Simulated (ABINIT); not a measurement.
**A GW chain in ABINIT: LiHF2 (C2/m)**

Wanted: ground state, empty states, screening and self-energy for LiHF2 (C2/m).

Main program and level: ABINIT 10.8.3; PBEsol and many-body steps on it, plane waves.

### 1. The starting structure

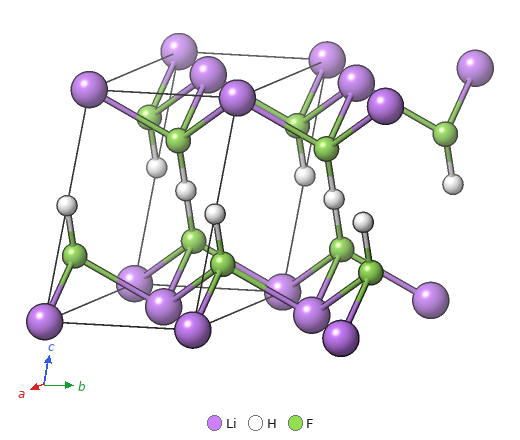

The starting structure, seen slightly off an axis (lithium purple, hydrogen white, fluorine green). 1×2×1 cells are drawn. This picture shows the conventional cell, with its axes. Some periodic images of atoms are drawn too.

The cell and positions are those that the Materials Project relaxed with its own functionals (PBE, PBE+U or r2SCAN), kept fixed.

### 2. Ground state

This step: ABINIT 10.8.3; DFT, PBEsol, plane waves, norm-conserving pseudopotentials.

The ground-state density comes first.

Input file run.abi:

```
acell 3*1.0 Angstrom
rprim 
  2.547496000000 -1.534899000000 0.000000000000
  2.547496000000 1.534899000000 0.000000000000
  -2.526944000000 -0.000000000000 4.201520000000
ntypat 3
znucl 3 1 9
natom 4
typat 1 2 3 3
xred 
  0.000000000000 0.000000000000 0.000000000000
  0.000000000000 0.000000000000 0.500000000000
  0.209803000000 0.209803000000 0.750702000000
  0.790197000000 0.790197000000 0.249298000000
pp_dirpath "pseudos"
pseudos "Li.upf, H.upf, F.upf"
ecut 36
ngkpt 8 8 6
nshiftk 1
shiftk 0 0 0
kptopt 1
chksymbreak 0
nband 15
occopt 1
tolvrs 1e-10
nstep 60
prtwf 0
optforces 0
optstress 0
indata_prefix "in"
outdata_prefix "out"
tmpdata_prefix "tmp"
```

The run is started by

```bash
$ OMP_NUM_THREADS=1 mpirun -n 4 abinit run.abi > log
```

Numbers of over 12 decimals in the logs are rounded to 6 here.

The program printed:

```text
.Version 10.8.3 of ABINIT. v10.8.2 released Aug 2026.

 Symmetries : space group C2/m (# 12); Bravais mC (1-face-center monocl.)
================================================================================
 Values of the parameters that define the memory need of the present run
     intxc =       0    ionmov =       0      iscf =       7    lmnmax =       5
     lnmax =       5     mgfft =      54  mpssoang =       3    mqgrid =    3001
     natom =       4  nloc_mem =       1    nspden =       1   nspinor =       1
    nsppol =       1      nsym =       4    n1xccc =    2501    ntypat =       3
    occopt =       1   xclevel =       2
-    mband =          15        mffmem =           1         mkmem =          29
       mpw =        2308          nfft =       55296          nkpt =         114
================================================================================
  Rough estimation (10% accuracy) of disk space for files :
================================================================================

--------------------------------------------------------------------------------
------------- Echo of variables that govern the present computation ------------
--------------------------------------------------------------------------------
 -outvars: echo values of preprocessed input variables --------
            acell      1.8897261259E+00  1.8897261259E+00  1.8897261259E+00 Bohr

      chksymbreak           0
             ecut      3.60000000E+01 Hartree
-          fftalg         312

              ixc     -116133
              kpt      0.00000000E+00  0.00000000E+00  0.00000000E+00
                       1.25000000E-01  0.00000000E+00  0.00000000E+00
                       2.50000000E-01  0.00000000E+00  0.00000000E+00
                       3.75000000E-01  0.00000000E+00  0.00000000E+00
                       5.00000000E-01  0.00000000E+00  0.00000000E+00
                       1.25000000E-01  1.25000000E-01  0.00000000E+00
                       2.50000000E-01  1.25000000E-01  0.00000000E+00
                       3.75000000E-01  1.25000000E-01  0.00000000E+00
                       5.00000000E-01  1.25000000E-01  0.00000000E+00
   [... 39 further rows ...]
                      -3.75000000E-01  5.00000000E-01  1.66666667E-01
                      -2.50000000E-01  5.00000000E-01  1.66666667E-01
                       outvar_i_n : Printing only first  50 k-points.
         kptrlatt        8    0    0      0    8    0      0    0    6
          kptrlen      4.49628416E+01
P           mkmem          29
            natom           4
            nband          15
            ngfft          32      32      54
             nkpt         114
            nstep          60
             nsym           4
           ntypat           3
              occ      2.000000  2.000000  2.000000  2.000000  2.000000  2.000000
                       2.000000  2.000000  2.000000  0.000000  0.000000  0.000000
[...]
optforces           0
        optstress           0
            prtwf           0
            rprim      2.5474960000E+00 -1.5348990000E+00  0.0000000000E+00
[...]
spgroup          12

           tolvrs      1.00000000E-10

             xred      0.0000000000E+00  0.0000000000E+00  0.0000000000E+00
[...]
znucl        3.00000    1.00000    9.00000

================================================================================

 chkinp: Checking input parameters for consistency.

================================================================================
== DATASET  1 ==================================================================
-   mpi_nproc: 4, omp_nthreads: 1 (-1 if OMP is not activated)

--- !DatasetInfo
iteration_state: {dtset: 1, }
dimensions: {natom: 4, nkpt: 114, mband: 15, nsppol: 1, nspinor: 1, nspden: 1, mpw: 2308, }
cutoff_energies: {ecut:  36.0, pawecutdg:  -1.0, }
electrons: {nelect:   1.80000000E+01, charge:   0.00000000E+00, occopt:   1.00000000E+00, tsmear:   1.00000000E-02, }

 Real(R)+Recip(G) space primitive vectors, cartesian coordinates (Bohr,Bohr^-1):
 R(1)=  4.8140697 -2.9005387  0.0000000  G(1)=  0.1038622 -0.1723818  0.0624664
 R(2)=  4.8140697  2.9005387  0.0000000  G(2)=  0.1038622  0.1723818  0.0624664
 R(3)= -4.7752321  0.0000000  7.9397221  G(3)=  0.0000000  0.0000000  0.1259490
 Unit cell volume ucvol=  2.2173096E+02 bohr^3
 Angles (23,13,12)=  1.16197186E+02  1.16197186E+02  6.21390048E+01 degrees

 getcut: wavevector=  0.0000  0.0000  0.0000  ngfft=  32  32  54
         ecut(hartree)=     36.000   => boxcut(ratio)=   2.10945

--- Pseudopotential description ------------------------------------------------
- Li Generated using ONCVPSP code by D. R. Hamann
-  3.00000   3.00000  180301                  znucl, zion, pspdat
12 -116133 1 -1 1944                          pspcod,pspxc,lmax,lloc,mmax
     nproj     2     2     0
  pspatm : epsatm=    2.60875052
         --- l  ekb(1:nproj) -->
[...]
pspatm: atomic psp has been read  and splines computed

- H Generated using ONCVPSP code by D. R. Hamann
-  1.00000   1.00000  180301                  znucl, zion, pspdat
12 -116133 1 -1 1180                          pspcod,pspxc,lmax,lloc,mmax
     nproj     2     1     0
  pspatm : epsatm=    0.35585368
         --- l  ekb(1:nproj) -->
[...]
1   -0.494138
 pspatm: atomic psp has been read  and splines computed

- F Generated using ONCVPSP code by D. R. Hamann
-  9.00000   7.00000  180301                  znucl, zion, pspdat
12 -116133 2 -1 832                           pspcod,pspxc,lmax,lloc,mmax
     nproj     2     2     1
  pspatm : epsatm=    4.89824381
         --- l  ekb(1:nproj) -->
[...]
2   -2.394754
 pspatm: atomic psp has been read  and splines computed

   2.29699653E+02                                ecore*ucvol(ha*bohr**3)
--------------------------------------------------------------------------------

_setup2: Arith. and geom. avg. npw (full set) are    2287.674    2287.660

================================================================================

--- !BeginCycle
iteration_state: {dtset: 1, }
solver: {iscf: 7, nstep: 60, nline: 4, wfoptalg: 0, }
tolerances: {tolvrs: 1.00E-10, }

     iter   Etot(hartree)      deltaE(h)  residm     vres2
 ETOT  1  -56.940342697907    -5.694E+01 7.718E-02 1.915E+02
 ETOT  2  -56.975742208849    -3.540E-02 2.588E-02 1.155E+02
 ETOT  3  -57.019963647304    -4.422E-02 3.500E-03 2.977E+00
 ETOT  4  -57.020605962096    -6.423E-04 9.599E-04 1.286E-01
 ETOT  5  -57.020611170242    -5.208E-06 1.125E-04 6.626E-03
 ETOT  6  -57.020611460289    -2.900E-07 2.089E-04 2.325E-04
 ETOT  7  -57.020611475963    -1.567E-08 2.552E-05 6.574E-06
 ETOT  8  -57.020611476808    -8.453E-10 4.575E-05 1.192E-07
 ETOT  9  -57.020611476811    -3.467E-12 5.097E-06 4.513E-09
 ETOT 10  -57.020611476812    -8.384E-13 9.322E-06 4.072E-11

 At SCF step   10       vres2   =  4.07E-11 < tolvrs=  1.00E-10 =>converged.

--- !ResultsGS
iteration_state: {dtset: 1, }
comment   : Summary of ground state results
lattice_vectors:
- [  4.8140697,  -2.9005387,   0.0000000, ]
- [  4.8140697,   2.9005387,   0.0000000, ]
- [ -4.7752321,  -0.0000000,   7.9397221, ]
lattice_lengths: [   5.62036,    5.62036,    9.26510, ]
lattice_angles: [116.197, 116.197,  62.139, ] # degrees, (23, 13, 12)
lattice_volume:   2.2173096E+02
convergence: {deltae: -8.384E-13, res2:  4.072E-11, residm:  9.322E-06, diffor:  0.000E+00, }
etotal    :  -5.70206115E+01
entropy   :   0.00000000E+00
fermie    :  -9.54477673E-02
cartesian_stress_tensor: null
pressure_GPa: null
xred      :
- [  0.0000E+00,   0.0000E+00,   0.0000E+00, Li]
- [ -1.8873E-18,  -1.8873E-18,   5.0000E-01,  H]
- [  2.0980E-01,   2.0980E-01,   7.5070E-01,  F]
- [  7.9020E-01,   7.9020E-01,   2.4930E-01,  F]
cartesian_forces: null
force_length_stats: {min: null, max: null, mean: null, }

 Integrated electronic density in atomic spheres:
 ------------------------------------------------
 Atom  Sphere_radius  Integrated_density
[...]
4        2.00000          7.13882862
================================================================================

 ----iterations are completed or convergence reached----

 Mean square residual over all n,k,spin=   58.081E-10; max=  93.220E-07
 reduced coordinates (array xred) for    4 atoms
       0.000000000000      0.000000000000      0.000000000000
      -0.000000000000     -0.000000000000      0.500000000000
       0.209803000000      0.209803000000      0.750702000000
       0.790197000000      0.790197000000      0.249298000000
 rms dE/dt=  0.0000E+00; max dE/dt=  0.0000E+00; dE/dt below (all hartree)
    1       0.000000000000      0.000000000000      0.000000000000
    2       0.000000000000      0.000000000000      0.000000000000
    3       0.000000000000      0.000000000000      0.000000000000
    4       0.000000000000      0.000000000000      0.000000000000

 cartesian coordinates (angstrom) at end:
    1      0.000000     0.000000     0.000000
    2     -1.263472    -0.000000     2.100760
    3     -0.828037    -0.000000     3.154089
    4      3.396085     0.000000     1.047431
 length scales=  1.889726125908  1.889726125908  1.889726125908 bohr
              =  1.000000000000  1.000000000000  1.000000000000 angstroms
 prteigrs : about to open file out_EIG
 Fermi (or HOMO) energy (hartree) =  -0.09545   Average Vxc (hartree)=  -0.34672
 Eigenvalues (hartree) for nkpt= 114  k points:
 kpt#   1, nband= 15, wtk=  0.00260, kpt=  0.0000  0.0000  0.0000 (reduced coord)
  -1.56146   -0.85973   -0.80305   -0.29430   -0.10859   -0.10728   -0.10442   -0.10324
  -0.10010    0.21342    0.37287    0.55164    0.60248    0.60363    0.63679
 prteigrs : prtvol=0 or 1, do not print more k-points.

--- !EnergyTerms
iteration_state     : {dtset: 1, }
comment             : Components of total free energy in Hartree
kinetic             :  3.81129825162862E+01
hartree             :  1.73052788317714E+01
xc                  : -1.28922123458205E+01
Ewald energy        : -3.45370259623522E+01
psp_core            :  1.03593854325274E+00
local_psp           : -5.61734467060159E+01
non_local_psp       : -9.87212635393408E+00
total_energy        : -5.70206114768123E+01
total_energy_eV     : -1.55160988287756E+03
band_energy         : -8.27201961937264E+00

== END DATASET(S) ==============================================================
================================================================================

 -outvars: echo values of variables after computation  --------
           etotal     -5.7020611477E+01
            nband          15
             nkpt         114
          spgroup          12
 [... the other variables as echoed above ...]

 Calculation completed.
```

Elapsed: 29 s, on 4 MPI ranks of Arm Neoverse V1, shared host; peak memory 0.33 GiB; 1.9 min of CPU time.

This step gave:

```
total energy               : -1551.6099 eV
gap                        : 8.405 eV
k of the valence top       : 0.125, 0.125, 0.3333
k of the conduction bottom : 0, 0, 0
least direct gap           : 8.531 eV
```

The gap is indirect, with the least direct gap 0.13 eV higher.

[end of part 1 of 3]

[Paths, hosts, dates, memory and timing lines, banners, echoed tables and standing remarks are left out of the program output.]

[Logs are printed without paths, hosts, clocks, repeated set-up lines and the standing remarks that a program may print on its own settings, such as how far it seeks lower states.]

[Runs of the session that timed out or met a known fault of the program may be left out.]

[Hosts, paths, dates, database ids (printed as entryN), source tags and the programs' standing remarks are cut or masked in the printed files.]

[G0W0 gaps are taken among the corrected bands and points alone; a level outside them can change the order at an edge.]

[Where Ansatz stands beside ABINIT at settings called matched, ABINIT's density can come from a denser mesh and the files from another edition; pairs whose starting gaps differed by over 0.03 eV were left out, so agreement reads better than it is.]
